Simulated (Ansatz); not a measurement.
C2H3F2O (doublet)

| atom | x (Å) | y (Å) | z (Å) |
| --- | --- | --- | --- |
| F | 0.6750 | -0.2543 | 1.7883 |
| C | 0.1521 | 0.7417 | 1.0535 |
| O | -0.6610 | 0.3252 | 0.0643 |
| C | -0.0892 | -0.4906 | -0.9093 |
| F | 0.5912 | 0.2701 | -1.8157 |
| H | -0.2732 | 1.5400 | 1.6542 |
| H | 0.6121 | -1.2039 | -0.4706 |
| H | -0.9149 | -0.9854 | -1.4205 |

Geometry: PBE0-D4/def2-TZVP.

Level of theory: Ansatz 0.2.0, UKS PBE0-D4/def2-TZVPP.

Question: Predict the electron density, electron localisation function and spin density between the atoms.

Answer: C–F (1.34 Å): the density is about 2.3 e/Å³ at the midpoint; the ELF peaks at about 0.85 between the atoms; a polar covalent bond.
C–H (1.09 Å): the density is about 2.1 e/Å³ at the midpoint; the ELF climbs to about 1 towards the hydrogen, as it does in any bond to H (an ordinary covalent bond to hydrogen).
The unpaired spin (1 electron) lies mostly on C2 (about 0.7), O3 (about 0.1) and F1 (about 0.1), in electrons by Hirshfeld's partition.

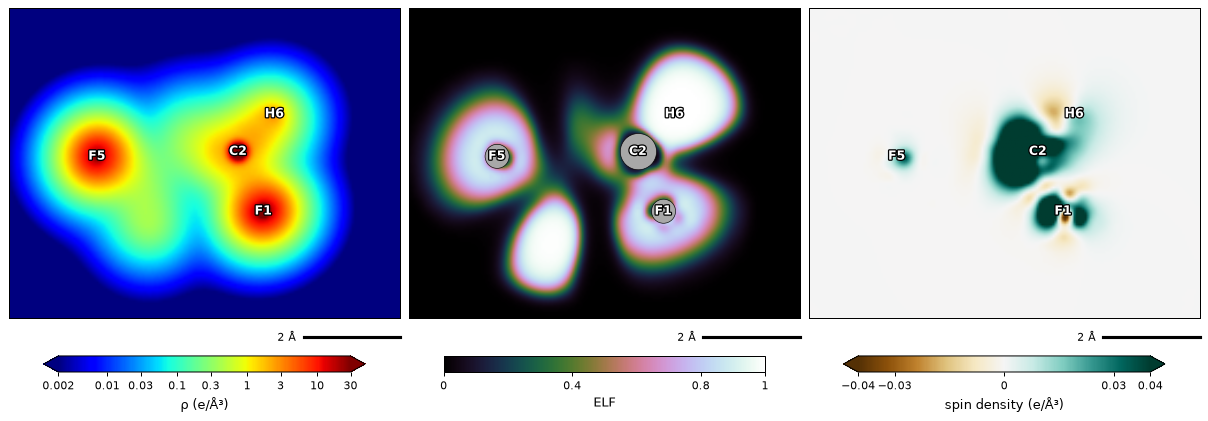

Computed electron density, electron localisation function and spin density on the plane of atoms F1, C2 and H6, in this order. Grey discs cover the atomic cores in the ELF map. 
